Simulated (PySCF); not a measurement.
Vertical excitations of a molecule CH5AlOS from PySCF 2.14.0 with TDDFT-B3LYP/def2-SVPD, as energy in eV (oscillator strength): 5.86 (0.052), 5.86 (0.048), 6.04 (0.003), 6.21 (0.000), 6.49 (0.037), 6.61 (0.090), 6.64 (0.025), 6.72 (0.020), 7.00 (0.003), 7.04 (0.007). Lowest triplet (TDA): 5.19 eV. Geometry optimised at PBE-D3(BJ)/def2-SVP. Other conformers were not sampled.

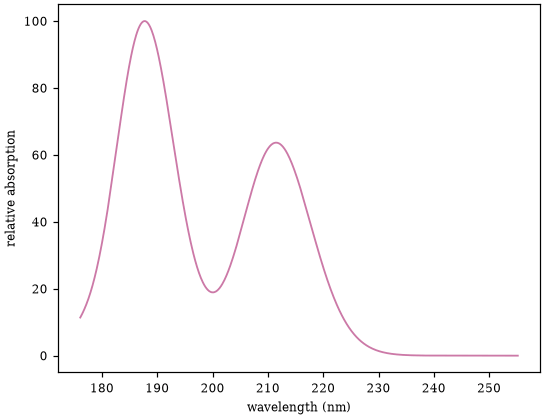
Fig. 1. The lines broadened by 0.4 eV.

Which molecule gave these data?
(A) C[S][AlH][OH]
(B) [CH3][Al]([OH])[SH]
(C) C[O][AlH][SH]

C, C[O][AlH][SH]
